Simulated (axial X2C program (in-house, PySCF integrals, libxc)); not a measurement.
# ReB: bond curves with and without spin–orbit coupling

Aim: find the lowest determinant of ReB, scan the bond at several levels and fit the constants, once spin-free and once with spin–orbit coupling.

Method: all-electron X2C, Re dyall-cv3z, B dyall-v3z; program: an in-house X2C program for linear molecules on PySCF integrals.

All values are calculated.

## 1. The job

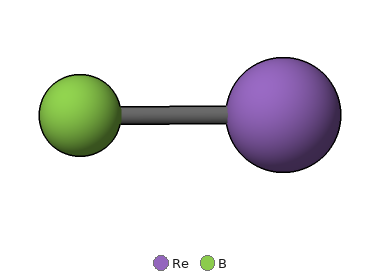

The two atoms at 2.160 Å (rhenium purple, boron green).

Input file task.json:

```json
{"zs": [75, 5], "q": 0, "bas": ["dyall-cv3z", "dyall-v3z"], "levels": ["PBE0", "HF", "PBE"], "cc": true, "r0": 2.16, "thr": -2.0, "nmax": 90, "npts": 10, "nst": 2, "ntry": 6}
```

Keys: zs atomic numbers; q charge; bas basis sets; levels methods (HF also brings MP2); cc coupled cluster on or off; r0 starting distance in Å; thr threshold in hartree for freezing inner shells (an s shell follows its p shell); nmax most natural virtual spinors; npts points asked for on the curve; nst determinants followed; ntry starts of the search.

Started as:

```console
python so2c.py task.json out
```

Spin-free means the one-electron spin-free X2C Hamiltonian; two-component (2c) means X2C with spin–orbit coupling and atomic mean-field two-electron Coulomb and Gaunt terms. Basis: Re dyall-cv3z contracted to [13s14p9d7f4g], B dyall-v3z contracted to [7s6p2d1f]; Gaussian nuclei, density fitting. Masses: Re 186.956 u, B 11.009 u.

Notation: σ, π±, δ± give the projection m of an orbital's angular momentum (0, ±1, ±2), α and β its spin, Λ and M_S the sums; ω is the projection of a spinor's total angular momentum and Ω the sum. Logs are in hartree.

The results follow Hamiltonian by Hamiltonian and level by level.

## 2. Which state to follow

PBE0 moves the distance from 2.160 Å to 1.835 Å and compares determinants there.

Spin-free determinants:

| ΔE (eV) | state | open shells |
| --- | --- | --- |
| 0.00 | M_S = 2, Λ = 0 | beyond closed shells: 2 × σα, δ+α, δ-α |
| 0.11 | M_S = 1, Λ = 0 | beyond closed shells: δ+α, δ-α |
| 0.90 | M_S = 2, Λ = 1 | beyond closed shells: σα, π+α, π+β, π-α, δ+α, δ-α |
| 1.37 | M_S = 1, Λ = 2 | beyond closed shells: σα, δ+α |
| 1.71 | M_S = 1, Λ = 1 | beyond closed shells: σα, π+α, π+β, π-β, δ+α, δ-α |
| 2.14 | M_S = 2, Λ = 0 | beyond closed shells: π+α, π-α, δ+α, δ-α |
| 2.27 | M_S = 3, Λ = 0 | beyond closed shells: 2 × σα, π+α, π+β, 2 × π-α, δ+α, δ-α |

Two-component determinants:

```json
{"ΔE (eV)": "0.00", "state": "Ω = 2", "open shells": "excess of +ω over −ω: 2 × ω = 1/2, ω = -3/2, ω = 5/2"}
{"ΔE (eV)": "0.11", "state": "Ω = 1", "open shells": "excess of +ω over −ω: ω = -3/2, ω = 5/2"}
{"ΔE (eV)": "0.79", "state": "Ω = 3", "open shells": "excess of +ω over −ω: ω = 1/2, ω = 5/2"}
{"ΔE (eV)": "1.03", "state": "Ω = 1", "open shells": "excess of +ω over −ω: ω = -1/2, ω = 3/2"}
{"ΔE (eV)": "1.06", "state": "Ω = 1", "open shells": "excess of +ω over −ω: 2 × ω = 1/2"}
{"ΔE (eV)": "1.24", "state": "Ω = 2", "open shells": "excess of +ω over −ω: ω = -1/2, ω = 5/2"}
{"ΔE (eV)": "1.53", "state": "Ω = 5", "open shells": "excess of +ω over −ω: 2 × ω = 1/2, ω = 3/2, ω = 5/2"}
```

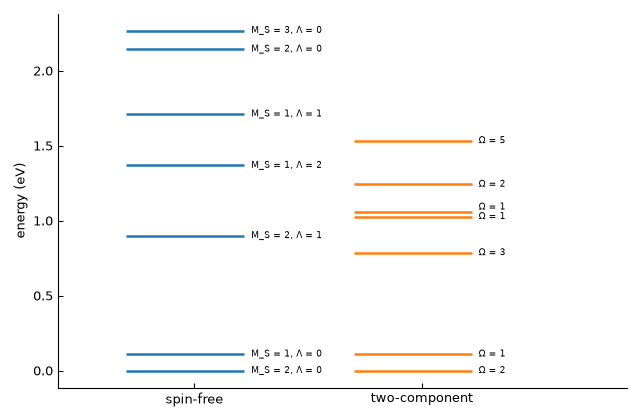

The determinants found, each set from its own lowest.

## 3. PBE0, spin-free

State followed: M_S = 2, Λ = 0 (beyond closed shells: 2 × σα, δ+α, δ-α). The scan is laid around 1.835 Å, a first estimate of the minimum, and this SCF restarts from the orbitals of the search.

Output at 1.835 Å:

```text
spin-free X2C-1e  PBE0
basis functions 227  fitting functions 1157  grid points 5076
iter        total energy     max residual
   1     -16718.288594133     7.90e-06
   2     -16718.288594128     2.11e-05
   3     -16718.288594137     2.14e-06
   4     -16718.288594137     2.68e-06
converged
one-electron -23151.56010289  Coulomb 6665.69490359  exact exchange -83.80116714  xc functional -256.76470949  nuclear repulsion 108.14248180
```

Along the bond, energies from the lowest point:

```csv
R (Å),E (eV),μ (D),HOMO (eV),LUMO (eV),iterations
1.596,1.1415,-2.11,-5.87,-3.10,14
1.670,0.4695,-2.24,-6.02,-2.94,14
1.725,0.1810,-2.31,-6.12,-2.83,14
1.780,0.0348,-2.36,-6.22,-2.75,14
1.835,0.0000,-2.40,-6.10,-2.72,4
1.899,0.0669,-2.43,-5.92,-2.76,15
1.964,0.2188,-2.46,-5.75,-2.82,15
2.046,0.4965,-2.50,-5.57,-2.92,15
2.147,0.9089,-2.55,-5.39,-3.05,16
2.294,1.5589,-2.66,-5.17,-3.22,16
```

Dipoles are positive if B is the positive end.

Outer orbitals at the reference distance:

```tsv
symmetry	occupied	ε (eV)	atomic character
σα	yes	-11.30	46% B s, 28% Re d, 17% Re s
σβ	yes	-10.72	47% B s, 20% Re d, 18% Re s
σα	yes	-7.38	54% Re d, 20% Re s, 13% B p
π+α	yes	-7.16	78% Re d, 18% B p, 2% B d
π-α	yes	-7.16	78% Re d, 18% B p, 2% B d
δ+α	yes	-6.96	99% Re d
δ-α	yes	-6.96	99% Re d
σα	yes	-6.31	43% B p, 31% Re s, 17% Re p
π-β	yes	-6.10	60% Re d, 33% B p, 2% B d
π+β	yes	-6.10	60% Re d, 33% B p, 2% B d
σβ	no	-2.72	34% B p, 28% Re d, 22% Re p
σβ	no	-2.48	52% Re s, 25% Re d, 9% Re p
π+α	no	-1.76	61% Re p, 30% B p, 8% Re d
π-α	no	-1.76	61% Re p, 30% B p, 8% Re d
```

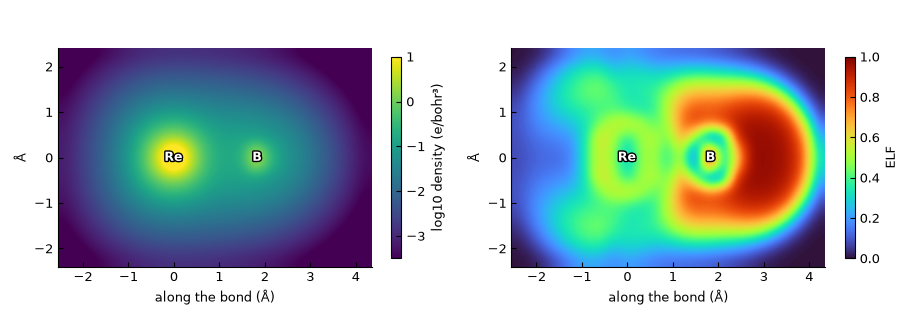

PBE0 fields in a plane through the axis, from a grid of 0.3 Å; Re lies at z = 0 and B at z = 1.835 Å; the ELF is damped to zero where the density is low.

Re = 1.827 Å, ωe = 877 cm⁻¹, ωexe = 4.56 cm⁻¹, Be = 0.4856 cm⁻¹, De = 3.40 eV, μ = -2.40 D.

## 4. HF, spin-free

Output at 1.835 Å:

```text
spin-free X2C-1e  HF
basis functions 227  fitting functions 1157  grid points 5076
iter        total energy     max residual
   1     -16712.927386066     1.12e+00
   2     -16712.971319642     1.67e-02
   3     -16712.975260565     1.82e-02
   4     -16712.978587574     7.93e-03
   5     -16712.981544846     8.14e-03
   6     -16712.984004841     7.12e-03
   7     -16712.989085327     4.14e-03
   8     -16712.991368151     1.55e-03
   9     -16712.991472260     1.53e-03
  10     -16712.991643393     5.71e-04
  11     -16712.991674179     2.98e-04
  12     -16712.991680483     2.22e-04
  13     -16712.991685259     9.14e-05
  14     -16712.991685885     2.44e-05
  15     -16712.991685906     2.29e-05
  16     -16712.991685939     5.35e-06
  17     -16712.991685941     1.19e-06
converged
one-electron -23151.87669642  Coulomb 6666.24795376  exact exchange -335.50542508  xc functional 0.00000000  nuclear repulsion 108.14248180
```

Re = 1.958 Å, ωe = 617 cm⁻¹, Be = 0.4229 cm⁻¹, De = 0.699 eV, μ = -3.01 D. ⟨S²⟩ = 7.26 against 6.00 for a pure state, so this determinant mixes spins.

## 5. PBE, spin-free

The SCF at the reference distance of 1.835 Å:

```text
spin-free X2C-1e  PBE
basis functions 227  fitting functions 1157  grid points 5076
iter        total energy     max residual
   1     -16718.534326731     3.74e-01
   2     -16718.537682240     1.55e-02
   3     -16718.496198353     4.90e-02
   4     -16718.527900358     2.82e-02
   5     -16718.540514470     1.00e-03
   6     -16718.540539197     2.60e-04
   7     -16718.540544916     2.77e-04
   8     -16718.540546698     1.84e-04
   9     -16718.540547426     2.39e-05
  10     -16718.540547441     1.24e-05
  11     -16718.540547443     1.36e-06
  12     -16718.540547443     4.17e-07
converged
one-electron -23149.75976630  Coulomb 6663.82885471  exact exchange 0.00000000  xc functional -340.75211765  nuclear repulsion 108.14248180
```

Re = 1.836 Å, ωe = 876 cm⁻¹, ωexe = 4.03 cm⁻¹, Be = 0.4809 cm⁻¹, De = 4.02 eV, μ = -2.23 D.

## 6. Correlated methods, spin-free

Correlated methods: 10 electrons correlated (frozen shells, counted by type: Re 5 s, 4 p, 2 d, 1 f; B 1 s), 292 virtual spinors in MP2, 90 natural virtuals in coupled cluster.

Output of the correlated part at 1.835 Å:

```text
correlated 10  virtual 292  natural virtual 90  E(MP2) -0.225186954  MP2 remainder -0.010200715
iter   CCSD correlation   residual
   1     -0.220862810   1.60e-01
   2     -0.233556823   9.28e-02
   3     -0.244018559   5.95e-02
   4     -0.247814006   2.85e-02
   5     -0.249131874   1.19e-02
   6     -0.249395500   5.50e-03
   7     -0.249478469   2.03e-03
   8     -0.249503239   8.50e-04
   9     -0.249501553   4.23e-04
  10     -0.249506874   2.08e-04
  11     -0.249505102   7.79e-05
  12     -0.249506970   3.78e-05
  13     -0.249507451   1.98e-05
  14     -0.249508439   1.02e-05
  15     -0.249508753   4.26e-06
  16     -0.249508960   2.17e-06
  17     -0.249509039   9.29e-07
  18     -0.249509056   4.15e-07
(T) -0.015239229  T1 0.1109  D1 0.1650  max T2 0.059
```

T1 in the output is the amplitude norm over the root of the electron number; divide by √2 for the Lee–Taylor value.

MP2: No constants are quoted: the reference is strongly spin-contaminated.

CCSD: Re = 1.833 Å, ωe = 865 cm⁻¹, ωexe = 4.25 cm⁻¹, Be = 0.4826 cm⁻¹, De = 2.21 eV. T1 at Re = 0.078 (Lee–Taylor, the printed value over √2).

CCSD(T): Re = 1.830 Å, ωe = 878 cm⁻¹, ωexe = 4.26 cm⁻¹, Be = 0.4843 cm⁻¹, De = 2.42 eV. T1 at Re = 0.078 (Lee–Taylor, the printed value over √2).

## 7. A higher determinant, spin-free

State: M_S = 1, Λ = 0 (beyond closed shells: δ+α, δ-α).

Output at the reference distance:

```text
spin-free X2C-1e  PBE0
basis functions 227  fitting functions 1157  grid points 5076
iter        total energy     max residual
   1     -16718.284556329     9.52e-06
   2     -16718.284556334     2.23e-05
   3     -16718.284556343     5.82e-06
   4     -16718.284556347     4.32e-06
   5     -16718.284556349     1.89e-06
converged
one-electron -23152.40721267  Coulomb 6666.56188410  exact exchange -83.80400739  xc functional -256.77770219  nuclear repulsion 108.14248180
```

```csv
R (Å),E above the lowest PBE0 point (eV)
1.596,0.981
1.670,0.431
1.725,0.207
1.780,0.110
1.835,0.110
1.899,0.205
1.964,0.378
2.046,0.676
2.147,1.115
```

Re = 1.807 Å, ωe = 865 cm⁻¹, ωexe = 3.71 cm⁻¹, Be = 0.4967 cm⁻¹, μ = -3.03 D. ⟨S²⟩ = 3.10 against 2.00 for a pure state, so this determinant mixes spins. Te = 0.10 eV.

## 8. The spin-free curves together

Energy (eV) of the followed determinant, spin-free, from each level's lowest point:

```csv
R (Å),PBE0,HF,MP2 (spin-contaminated),CCSD,CCSD(T),PBE
1.596,1.141,1.773,0.689,n/a,n/a,1.233
1.670,0.470,0.993,0.201,0.498,0.491,0.527
1.725,0.181,0.593,0.041,0.199,0.192,0.216
1.780,0.035,0.315,0.000,0.044,0.039,0.051
1.835,0.000,0.137,0.044,0.000,0.000,0.000
1.899,0.067,0.028,0.176,0.057,0.063,0.053
1.964,0.219,0.000,0.373,0.198,0.213,0.196
2.046,0.496,0.048,0.687,0.463,0.489,0.470
2.147,0.909,0.185,1.111,n/a,n/a,0.887
2.294,1.559,0.459,1.710,n/a,n/a,1.553
```

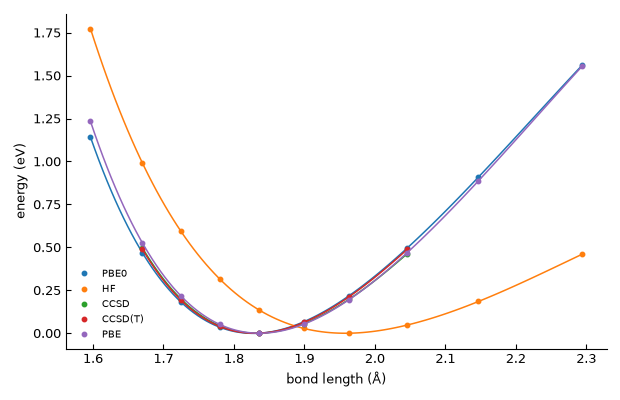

Curves of the followed state, spin-free, each from its own lowest point. Left out: MP2.

## 9. PBE0, 2c

State followed: Ω = 2 (excess of +ω over −ω: 2 × ω = 1/2, ω = -3/2, ω = 5/2). The scan is laid around 1.835 Å, a first estimate of the minimum, and this SCF restarts from the orbitals of the search.

Output at 1.835 Å:

```text
two-component X2C + atomic mean field  PBE0
basis functions 227  fitting functions 1157  grid points 5076
iter        total energy     max residual
   1     -16717.592493916     2.01e-05
   2     -16717.592493925     2.95e-05
   3     -16717.592493934     1.15e-05
   4     -16717.592493944     1.00e-05
   5     -16717.592493947     2.25e-06
   6     -16717.592493947     6.85e-07
converged
one-electron -23133.46169905  Coulomb 6662.92170037  exact exchange -83.77414730  xc functional -256.72929516  nuclear repulsion 108.14248180  atomic mean-field constant -14.69153461
```

Along the bond, energies from the lowest point:

```csv
R (Å),E (eV),μ (D),HOMO (eV),LUMO (eV),iterations
1.596,1.1475,-2.09,-5.88,-3.11,15
1.670,0.4758,-2.22,-6.02,-2.94,14
1.725,0.1861,-2.29,-6.12,-2.84,14
1.780,0.0378,-2.35,-6.15,-2.77,14
1.835,0.0000,-2.39,-5.98,-2.74,6
1.899,0.0626,-2.43,-5.80,-2.78,15
1.964,0.2096,-2.46,-5.65,-2.84,15
2.046,0.4808,-2.50,-5.48,-2.94,15
2.147,0.8858,-2.56,-5.30,-3.06,16
2.294,1.5265,-2.66,-5.10,-3.24,17
```

Dipoles are positive if B is the positive end.

Outer spinors at the reference distance:

| ω | occupied | ε (eV) | atomic character | λ mixture |
| --- | --- | --- | --- | --- |
| 1/2 | yes | -11.31 | 45% B s, 29% Re d, 17% Re s | 100% σ |
| -1/2 | yes | -10.78 | 47% B s, 20% Re d, 18% Re s | 100% σ |
| 1/2 | yes | -7.43 | 54% Re d, 19% Re s, 13% B p | 96% σ, 4% π |
| -3/2 | yes | -7.35 | 98% Re d | 96% δ, 4% π |
| -1/2 | yes | -7.34 | 78% Re d, 17% B p, 2% B d | 98% π, 2% σ |
| 3/2 | yes | -7.07 | 78% Re d, 19% B p, 2% B d | 99% π, 1% δ |
| 5/2 | yes | -6.62 | 99% Re d | 100% δ |
| 1/2 | yes | -6.30 | 43% B p, 30% Re s, 17% Re p | 99% σ, 1% π |
| 1/2 | yes | -6.19 | 60% Re d, 32% B p, 2% B d | 95% π, 5% σ |
| -3/2 | yes | -5.98 | 60% Re d, 34% B p, 2% B d | 96% π, 4% δ |
| -1/2 | no | -2.74 | 35% B p, 25% Re d, 23% Re p | 98% σ, 2% π |
| -1/2 | no | -2.49 | 51% Re s, 27% Re d, 9% B p | 99% σ, 1% π |
| -1/2 | no | -1.94 | 60% Re p, 31% B p, 7% Re d | 97% π, 3% σ |
| 3/2 | no | -1.71 | 50% Re d, 28% Re p, 20% B p | 52% π, 48% δ |

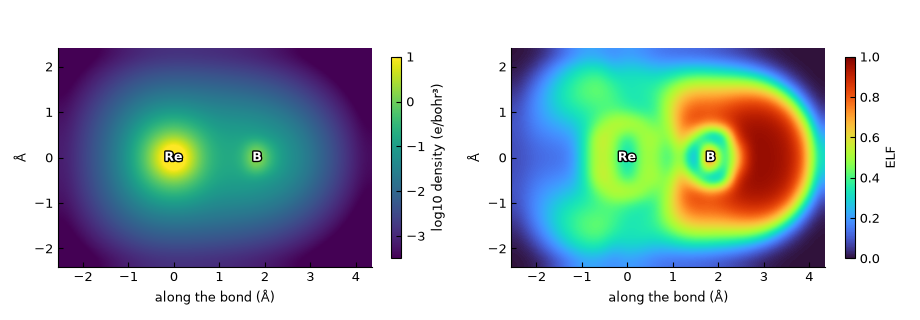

PBE0 fields in a plane through the axis, from a grid of 0.3 Å; Re lies at z = 0 and B at z = 1.835 Å; the ELF is damped to zero where the density is low.

Re = 1.829 Å, ωe = 870 cm⁻¹, ωexe = 4.51 cm⁻¹, Be = 0.4845 cm⁻¹, De = 3.33 eV, μ = -2.39 D.

## 10. HF, 2c

The SCF at the reference distance of 1.835 Å:

```text
two-component X2C + atomic mean field  HF
basis functions 227  fitting functions 1157  grid points 5076
iter        total energy     max residual
   1     -16712.185640690     1.12e+00
   2     -16712.229959485     1.68e-02
   3     -16712.234033201     1.83e-02
   4     -16712.237357086     8.13e-03
   5     -16712.240342552     8.15e-03
   6     -16712.242923361     7.06e-03
   7     -16712.247778716     4.10e-03
   8     -16712.249640273     1.69e-03
   9     -16712.249805730     1.55e-03
  10     -16712.249955875     5.25e-04
  11     -16712.249988117     2.54e-04
  12     -16712.249997631     1.41e-04
  13     -16712.250000879     8.16e-05
  14     -16712.250001487     5.74e-05
  15     -16712.250001726     4.35e-05
  16     -16712.250001900     3.08e-05
  17     -16712.250002008     1.46e-05
  18     -16712.250002036     6.80e-06
  19     -16712.250002044     3.28e-06
  20     -16712.250002046     2.13e-06
converged
one-electron -23133.77703615  Coulomb 6663.47120414  exact exchange -335.39511722  xc functional 0.00000000  nuclear repulsion 108.14248180  atomic mean-field constant -14.69153461
```

No constants are quoted: the solution changes its character somewhere along the scan, so the fit is set aside.

## 11. PBE, 2c

The SCF at the reference distance of 1.835 Å:

```text
two-component X2C + atomic mean field  PBE
basis functions 227  fitting functions 1157  grid points 5076
iter        total energy     max residual
   1     -16717.854155788     3.74e-01
   2     -16717.857590617     1.55e-02
   3     -16717.816957905     4.89e-02
   4     -16717.847947923     2.80e-02
   5     -16717.860388174     1.00e-03
   6     -16717.860412466     2.82e-04
   7     -16717.860418158     2.56e-04
   8     -16717.860419725     1.93e-04
   9     -16717.860420374     2.45e-05
  10     -16717.860420388     1.20e-05
  11     -16717.860420391     1.29e-06
  12     -16717.860420391     4.33e-07
converged
one-electron -23131.67115694  Coulomb 6661.06580917  exact exchange 0.00000000  xc functional -340.70601981  nuclear repulsion 108.14248180  atomic mean-field constant -14.69153461
```

Re = 1.838 Å, ωe = 869 cm⁻¹, ωexe = 4.05 cm⁻¹, Be = 0.48 cm⁻¹, De = 3.95 eV, μ = -2.22 D.

## 12. MP2 and beyond, 2c

Correlated methods: 10 electrons correlated (frozen shells, counted by type: Re 5 s, 4 p, 2 d, 1 f; B 1 s), 292 virtual spinors in MP2, 90 natural virtuals in coupled cluster.

Output of the correlated part at 1.835 Å:

```text
correlated 10  virtual 292  natural virtual 90  E(MP2) -0.224644017  MP2 remainder -0.010436129
iter   CCSD correlation   residual
   1     -0.220297110   1.59e-01
   2     -0.232890971   9.22e-02
   3     -0.243126767   5.91e-02
   4     -0.246886007   2.85e-02
   5     -0.248188025   1.19e-02
   6     -0.248447774   5.52e-03
   7     -0.248532133   2.06e-03
   8     -0.248556429   8.78e-04
   9     -0.248555091   4.42e-04
  10     -0.248560317   2.16e-04
  11     -0.248558530   8.13e-05
  12     -0.248560433   3.92e-05
  13     -0.248560969   2.06e-05
  14     -0.248562016   1.08e-05
  15     -0.248562359   4.70e-06
  16     -0.248562596   2.48e-06
  17     -0.248562678   1.08e-06
  18     -0.248562692   5.05e-07
(T) -0.015118946  T1 0.1102  D1 0.1711  max T2 0.057
```

MP2: No constants are quoted: the reference changes its character somewhere along the scan, so the fit is set aside.

CCSD: No constants are quoted: the reference changes its character somewhere along the scan, so the fit is set aside.

CCSD(T): No constants are quoted: the reference changes its character somewhere along the scan, so the fit is set aside.

## 13. A higher determinant, 2c

State: Ω = 1 (excess of +ω over −ω: ω = -3/2, ω = 5/2).

Output at the reference distance:

```text
two-component X2C + atomic mean field  PBE0
basis functions 227  fitting functions 1157  grid points 5076
iter        total energy     max residual
   1     -16717.588439900     1.09e-05
   2     -16717.588439913     1.02e-05
   3     -16717.588439916     1.01e-05
   4     -16717.588439922     4.39e-06
   5     -16717.588439925     2.53e-06
   6     -16717.588439925     1.17e-06
converged
one-electron -23134.29389395  Coulomb 6663.77299095  exact exchange -83.77675426  xc functional -256.74172986  nuclear repulsion 108.14248180  atomic mean-field constant -14.69153461
```

```csv
R (Å),E above the lowest PBE0 point (eV)
1.596,0.996
1.670,0.443
1.725,0.218
1.780,0.115
1.835,0.110
1.899,0.198
1.964,0.360
2.046,0.641
2.147,1.020
```

Re = 1.810 Å, ωe = 849 cm⁻¹, Be = 0.4947 cm⁻¹, μ = -3.00 D. Te = 0.10 eV.

## 14. The 2c curves together

Energy (eV) of the followed determinant, 2c, from each level's lowest point:

```csv
R (Å),PBE0,HF (jumps),MP2 (its reference jumps),CCSD (its reference jumps),CCSD(T) (its reference jumps),PBE
1.596,1.147,1.772,0.707,n/a,n/a,1.238
1.670,0.476,0.992,0.213,0.503,0.496,0.532
1.725,0.186,0.592,0.048,0.203,0.196,0.220
1.780,0.038,0.315,0.000,0.046,0.042,0.053
1.835,0.000,0.137,0.039,0.000,0.000,0.000
1.899,0.063,0.028,0.166,0.054,0.060,0.049
1.964,0.210,0.000,0.360,0.194,0.207,0.188
2.046,0.481,0.047,0.674,0.464,0.489,0.455
2.147,0.886,0.179,1.114,n/a,n/a,0.864
2.294,1.527,0.403,1.827,n/a,n/a,1.520
```

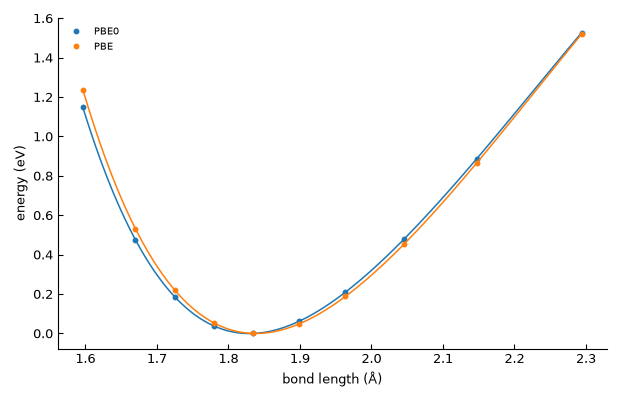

Curves of the followed state, 2c, each from its own lowest point. Left out: HF, MP2, CCSD, CCSD(T).

The whole job took 3.3 min on 1 thread of Arm Neoverse V2, shared host.

## 15. Results

Lowest determinant that the search found at its distance, spin-free: M_S = 2, Λ = 0 (beyond closed shells: 2 × σα, δ+α, δ-α).

Lowest determinant that the search found at its distance, 2c: Ω = 2 (excess of +ω over −ω: 2 × ω = 1/2, ω = -3/2, ω = 5/2).

```
Hamiltonian    level  Re (Å)  ωe (cm⁻¹)  De (eV)  μ (D)
  spin-free     PBE0   1.827        877     3.40  -2.40
  spin-free       HF   1.958        617    0.699  -3.01
  spin-free     CCSD   1.833        865     2.21    n/a
  spin-free  CCSD(T)   1.830        878     2.42    n/a
  spin-free      PBE   1.836        876     4.02  -2.23
         2c     PBE0   1.829        870     3.33  -2.39
         2c      PBE   1.838        869     3.95  -2.22
```

Dipoles are positive if B is the positive end. No constants: spin-free MP2 (the reference is strongly spin-contaminated); 2c HF (the solution changes its character somewhere along the scan, so the fit is set aside); 2c MP2 (the reference changes its character somewhere along the scan, so the fit is set aside); 2c CCSD (the reference changes its character somewhere along the scan, so the fit is set aside); 2c CCSD(T) (the reference changes its character somewhere along the scan, so the fit is set aside). Spin-free ⟨S²⟩ is off its pure value at HF 7.26.

Time per point (s) on 1 thread of Arm Neoverse V2, shared host (2c runs); the times are rough: PBE0 1.1, PBE 0.43.

What this shows: At PBE0, going from spin-free to two-component changes Re by +2 mÅ, ωe by -0.9 %, which is small (part of it comes from the scalar share of the two-electron terms). It costs about 1.6 times the time. De moves by -0.06 eV; both De rest on single-determinant atoms, which can miss part of an open shell's spin–orbit lowering.

De refers to Re + B, each in the lowest determinant found, which need not be this curve's own limit. The state is a single determinant with fixed occupations, the lowest that a limited PBE0 search found. De is counted from the lowest determinant-based energies of the atoms at the same level, without counterpoise correction. Density functionals use the spin component along the axis (collinear). CCSD and (T) use frozen natural virtuals with an MP2 correction for the truncation. With several unpaired electrons one determinant need not be a pure state. The spin-free determinant is spin-contaminated at some levels. T1 at Re is 0.078 (Lee–Taylor), above the customary mark of 0.02.
